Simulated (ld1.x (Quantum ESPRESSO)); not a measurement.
**Bi: pseudopotential generation (part 2 of 2)**

Continued. System: bismuth (Bi, Z = 83), core [Xe] 4f14, reference valence 5d10 6s2 6p2.75 (an ion of charge +0.25), valence charge 15. Method: TM potential, PBE, scalar-relativistic, made with ld1.x (Quantum ESPRESSO) 7.5.

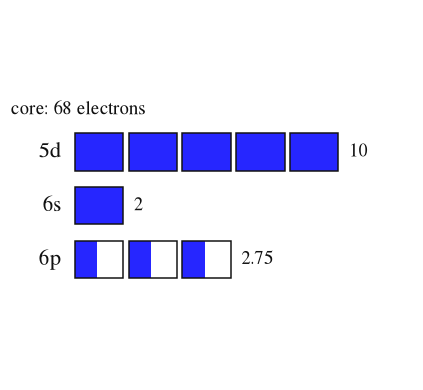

The valence shells of the reference configuration: a box for each of the 2l + 1 orbitals, shaded by the share of the shell that is filled, with the electron count at the right.

Output of the test run (extracts), continued:
```
     ---------------------- Testing the pseudopotential ----------------------

     Bi
     scalar relativistic calculation

     atomic number is 83.00   valence charge is 15.00
     dft =PBE   lsd =0 sic =0 latt =0  beta=0.20 tr2=1.0E-14
     mesh =1283 r(mesh) = 100.09897 xmin = -7.00 dx = 0.01250

     n l     nl             e AE (Ry)        e PS (Ry)    De AE-PS (Ry)
     3 2     5D   1( 9.00)       -2.31446       -2.28294       -0.03152  !
     1 0     6S   1( 2.00)       -1.20696       -1.21907        0.01211  !
     2 1     6P   1( 4.00)       -0.40992       -0.40386       -0.00606  !

     eps = 5.4E-15  iter = 32

     Etot =  -43059.772286 Ry,  -21529.886143 Ha, -585858.047668 eV
     Etotps =  -139.525142 Ry,     -69.762571 Ha,   -1898.336259 eV
     dEtot_ae =       1.680558 Ry
     dEtot_ps =       1.671823 Ry,   Delta E=       0.008735 Ry

     Ekin =      76.800476 Ry,      38.400238 Ha,    1044.923713 eV
     Encl =    -191.158235 Ry,     -95.579118 Ha,   -2600.840285 eV
     Ehrt =     119.568663 Ry,      59.784331 Ha,    1626.814530 eV
     Ecxc =     -15.413875 Ry,      -7.706938 Ha,    -209.716455 eV
     Epseu=    -129.322170 Ry,     -64.661085 Ha,   -1759.517761 eV

     ---------------------- End of pseudopotential test ----------------------

     ---------------------- Testing the pseudopotential ----------------------

     Bi
     scalar relativistic calculation

     atomic number is 83.00   valence charge is 15.00
     dft =PBE   lsd =0 sic =0 latt =0  beta=0.20 tr2=1.0E-14
     mesh =1283 r(mesh) = 100.09897 xmin = -7.00 dx = 0.01250

     n l     nl             e AE (Ry)        e PS (Ry)    De AE-PS (Ry)
     3 2     5D   1(10.00)       -2.70890       -2.71658        0.00767  !
     1 0     6S   1( 1.00)       -1.70451       -1.69867       -0.00584  !
     2 1     6P   1( 3.00)       -0.89849       -0.89806       -0.00043

     eps = 4.7E-15  iter = 22

     Etot =  -43060.174780 Ry,  -21530.087390 Ha, -585863.523873 eV
     Etotps =  -139.921141 Ry,     -69.960570 Ha,   -1903.724100 eV
     dEtot_ae =       1.278065 Ry
     dEtot_ps =       1.275824 Ry,   Delta E=       0.002240 Ry

     Ekin =      80.857954 Ry,      40.428977 Ha,    1100.128507 eV
     Encl =    -176.795168 Ry,     -88.397584 Ha,   -2405.420801 eV
     Ehrt =     112.959753 Ry,      56.479877 Ha,    1536.895735 eV
     Ecxc =     -15.355558 Ry,      -7.677779 Ha,    -208.923008 eV
     Epseu=    -141.588122 Ry,     -70.794061 Ha,   -1926.404533 eV

     ---------------------- End of pseudopotential test ----------------------

     ---------------------- Testing the pseudopotential ----------------------

     Bi
     scalar relativistic calculation

     atomic number is 83.00   valence charge is 15.00
     dft =PBE   lsd =0 sic =0 latt =0  beta=0.20 tr2=1.0E-14
     mesh =1283 r(mesh) = 100.09897 xmin = -7.00 dx = 0.01250

     n l     nl             e AE (Ry)        e PS (Ry)    De AE-PS (Ry)
     3 2     5D   1(10.00)       -2.27515       -2.27356       -0.00159
     1 0     6S   1( 2.00)       -1.33379       -1.33370       -0.00009
     2 1     6P   1( 2.50)       -0.57861       -0.57853       -0.00008

     eps = 4.0E-15  iter = 36

     Etot =  -43061.323869 Ry,  -21530.661935 Ha, -585879.158035 eV
     Etotps =  -141.067933 Ry,     -70.533966 Ha,   -1919.327005 eV
     dEtot_ae =       0.128975 Ry
     dEtot_ps =       0.129032 Ry,   Delta E=      -0.000057 Ry

     Ekin =      80.598274 Ry,      40.299137 Ha,    1096.595380 eV
     Encl =    -184.685465 Ry,     -92.342732 Ha,   -2512.773756 eV
     Ehrt =     118.941914 Ry,      59.470957 Ha,    1618.287184 eV
     Ecxc =     -15.733190 Ry,      -7.866595 Ha,    -214.060953 eV
     Epseu=    -140.189466 Ry,     -70.094733 Ha,   -1907.374860 eV

     ---------------------- End of pseudopotential test ----------------------
```

Key numbers:

- outcome: generated
- cutoffs needed: 110 Ry and 180 Ry (the cutoffs, on a coarse ladder, from which the occupation-weighted sum of valence levels, in a spherical-Bessel basis at the reference potential, stays within 10 and 1 mRy of its value at 400 Ry); ghost states and empty shells don't enter this sum
- ghost test: no ghost state below the valence levels in the p, d, s, f channels (spherical-Bessel basis up to 400 Ry, 20 bohr box)
- largest excitation error: +119 meV (all-electron minus pseudo) for 5d9 6s2 6p4, out of 7 test configurations
- range over which the phases arctan(r u′/u) at the test radius agree within 0.05 rad (a looser test near the poles than one of phase shifts): s: up to about -0.3 Ry; p: up to about 4.6 Ry; d: up to about 0.7 Ry
- hardware: 1 CPU thread, shared host
- wall time: 2 s
